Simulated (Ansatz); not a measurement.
**AlH2O (SMILES [O][AlH2]): UMP2/STO-3G**

What is the electronic atomisation energy of AlH2O at UMP2/STO-3G? 

Program for the calculation: Ansatz 0.2.0.

51 further runs of the same task are left out: 1 that didn't finish, 50 set aside as unsound or not needed.

## (1) The molecule

AlH2O has 4 atoms, charge 0, and is taken as a doublet. SMILES: `[O][AlH2]`. The shape is that of a PBE0-D4/def2-TZVP optimisation.

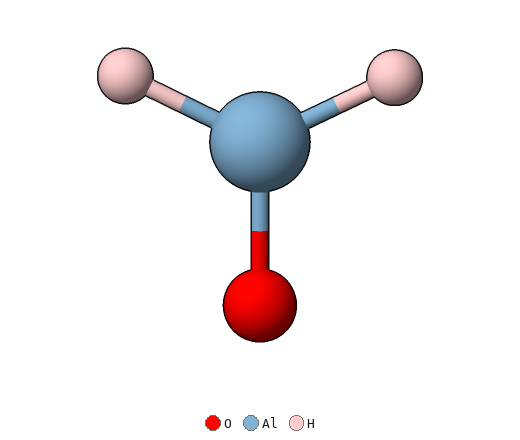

Viewed from a chosen angle; oxygen red, aluminium light blue, hydrogen pink.

## (2) The energy at UMP2/STO-3G

Input file molecule.yaml:

```yaml
crystal:
  periodic: [false, false, false]
  atoms:
    - {symbol: O, position_ang: [0.062600, -0.856300, 1.401400]}
    - {symbol: Al, position_ang: [0.011300, 0.029900, -0.080400]}
    - {symbol: H, position_ang: [-1.149600, -0.360800, -1.076000]}
    - {symbol: H, position_ang: [1.131100, 1.126800, -0.265300]}
basis:
  gaussian:
    orbitals: STO-3G
correlation:
  method: mp2
  frozen_orbitals: {Al: 5, H: 0, O: 1}
accuracy: high
magnetization:
  spin_polarized: true
  initial_magnetization: 1
```

On the command line:

```console
ansatz run molecule.yaml --threads 1 --pin off --max-ram 2610MiB --events-out events.jsonl --progress --plain --runs-dir runs
```

The program printed:

```text
Warning: RAYON_NUM_THREADS=1 ignored (pool sized by the plan → 1); use --threads N
Functional definition: HF
  name "HF"
  exchange = exact_x
  correlation = 0
267 factors; integrals over basis functions are off by at most 2.5e-8 eV
mean field evaluation 1: about -8536.7860 eV, gradient 2.5e1 eV
mean field evaluation 2: about -8536.7905 eV, gradient 2.5e1 eV
mean field evaluation 4: about -8544.2414 eV, gradient 3.9e0 eV
mean field evaluation 8: about -8544.4936 eV, gradient 1.4e-3 eV
mean field evaluation 16: about -8544.4913 eV, gradient 1.3e-1 eV
mean field evaluation 32: about -8544.4650 eV, gradient 1.2e0 eV
mean field -8544.49184184 eV, -314.0042835231 hartree, gradient 3.3e-8 eV, S^2 0.756200; 6 other end points of the search recorded, 0 dependent functions left out
6 core orbitals not correlated: weight in the atoms' cores, before any rotation towards them, 0.999 or more for the frozen orbitals, at most 0.000 for the correlated occupied ones
reference -8544.49184184 eV, -314.0042835231 hartree; 6, 5 occupied and 4, 5 virtual orbitals, 267 factors
second order -1.26889821 eV of doubles, -0.00000000 eV of singles
Total energy: -8545.76074005 eV, -314.0509146721 hartree
```

Wall time 0.14 s (1 thread of Arm Neoverse V1, shared host).

## (3) The Al atom, same level

Input file run.yaml:

```yaml
basis:
  gaussian:
    orbitals: STO-3G
crystal:
  periodic: [false, false, false]
  atoms:
    - {symbol: Al, position_ang: [0.000000, 0.000000, 0.000000]}
total_charge: 0
magnetization:
  spin_polarized: true
  initial_magnetization: 1
correlation:
  method: mp2
  frozen_orbitals: {Al: 5}
accuracy: high
```

On the command line:

```console
ansatz run run.yaml --threads 1 --pin off --max-ram 2610MiB --events-out events.jsonl --progress --plain --runs-dir runs
```

The program printed:

```text
Warning: RAYON_NUM_THREADS=1 ignored (pool sized by the plan → 1); use --threads N
[... 4 set-up lines as earlier in the session ...]
42 factors; integrals over basis functions are off by at most 1.7e-9 eV
mean field evaluation 1: about -6499.6647 eV, gradient 7.7e-1 eV
mean field evaluation 2: about -6499.6653 eV, gradient 7.7e-1 eV
mean field evaluation 4: about -6499.6671 eV, gradient 3.6e-6 eV
mean field evaluation 8: about -6499.6540 eV, gradient 1.9e0 eV
mean field evaluation 16: about -6499.6671 eV, gradient 3.7e-4 eV
mean field -6499.66714747 eV, -238.8583620369 hartree, gradient 5.8e-9 eV, S^2 0.750003; 3 other end points of the search recorded, 0 dependent functions left out
5 core orbitals not correlated: weight in the atoms' cores, before any rotation towards them, 1.000 or more for the frozen orbitals, at most 0.000 for the correlated occupied ones
reference -6499.66714747 eV, -238.8583620369 hartree; 2, 1 occupied and 2, 3 virtual orbitals, 42 factors
second order -0.38566568 eV of doubles, 0.00000000 eV of singles
Total energy: -6500.05281315 eV, -238.8725349894 hartree
```

It took 0.04 s on 1 thread of Arm Neoverse V1, shared host.

## (4) The H atom: a single-point energy at UHF/STO-3G

Input file input.yaml:

```yaml
basis:
  gaussian:
    orbitals: STO-3G
crystal:
  periodic: [false, false, false]
  atoms:
    - {symbol: H, position_ang: [0.000000, 0.000000, 0.000000]}
magnetization:
  spin_polarized: true
  initial_magnetization: 1
hamiltonian:
  xc: hf
accuracy: high
```

On the command line:

```console
ansatz run input.yaml --threads 1 --pin off --max-ram 2610MiB --events-out events.jsonl --progress --plain --runs-dir runs
```

The program printed:

```text
Warning: RAYON_NUM_THREADS=1 ignored (pool sized by the plan → 1); use --threads N
[... 4 set-up lines as earlier in the session ...]
1 factors; integrals over basis functions are off by at most 4.6e-10 eV
mean field evaluation 1: about -12.6963 eV, gradient 0.0e0 eV
mean field evaluation 2: about -12.6963 eV, gradient 0.0e0 eV
mean field -12.69633895 eV, -0.4665818504 hartree, gradient 0.0e0 eV, S^2 0.750000; 0 other end points of the search recorded, 0 dependent functions left out
reference -12.69633895 eV, -0.4665818504 hartree; 1, 0 occupied and 0, 1 virtual orbitals, 1 factors
Total energy: -12.69633895 eV, -0.4665818504 hartree
```

Wall time 0.04 s (1 thread of Arm Neoverse V1, shared host).

## (5) The O atom, same level

Input file in.yaml:

```yaml
crystal:
  periodic: [false, false, false]
  atoms:
    - symbol: O
      position_ang: [0.000000, 0.000000, 0.000000]
basis:
  gaussian: {orbitals: STO-3G}
magnetization: {spin_polarized: true, initial_magnetization: 2}
correlation: {method: mp2, frozen_orbitals: {O: 1}}
accuracy: high
```

On the command line:

```console
ansatz run in.yaml --threads 1 --pin off --max-ram 2610MiB --events-out events.jsonl --progress --plain --runs-dir runs
```

The program printed:

```text
Warning: RAYON_NUM_THREADS=1 ignored (pool sized by the plan → 1); use --threads N
[... 4 set-up lines as earlier in the session ...]
15 factors; integrals over basis functions are off by at most 1.1e-9 eV
mean field evaluation 1: about -2008.3132 eV, gradient 1.7e-14 eV
mean field evaluation 2: about -2008.3132 eV, gradient 0.0e0 eV
mean field -2008.31323932 eV, -73.8041502613 hartree, gradient 0.0e0 eV, S^2 2.000000; 2 other end points of the search recorded, 0 dependent functions left out
1 core orbitals not correlated: weight in the atoms' cores, before any rotation towards them, 1.000 or more for the frozen orbitals, at most 0.000 for the correlated occupied ones
reference -2008.31323932 eV, -73.8041502613 hartree; 4, 2 occupied and 0, 2 virtual orbitals, 15 factors
second order 0.00000000 eV of doubles, 0.00000000 eV of singles
Total energy: -2008.31323932 eV, -73.8041502613 hartree
```

Wall time 0.04 s (1 thread of Arm Neoverse V1, shared host).

## (6) Results

Level: UMP2/STO-3G, 6 core orbitals frozen.

| quantity | value |
| --- | --- |
| molecule: total energy | -314.05091 Eh |
| molecule: correlation energy (6 core orbitals frozen) | -46.6 mEh |
| molecule: ⟨S²⟩ of the reference determinant | 0.756 |
| Al atom: total energy | -238.87253 Eh |
| Al atom: correlation energy (5 core orbitals frozen) | -14.2 mEh |
| Al atom: ⟨S²⟩ of the reference determinant | 0.750 |
| H atom: total energy | -0.46658 Eh |
| H atom: ⟨S²⟩ | 0.750 |
| O atom: total energy | -73.80415 Eh |
| O atom: correlation energy (1 core orbital frozen) | 0.0 mEh |
| O atom: ⟨S²⟩ of the reference determinant | 2.000 |
| electronic atomisation energy | 12.002 eV |

What this shows: Taking the molecule apart into free atoms costs 12.00 eV (277 kcal/mol), before zero-point energy and without spin-orbit coupling. In a minimal basis such a difference can be off by several eV, whatever the method.
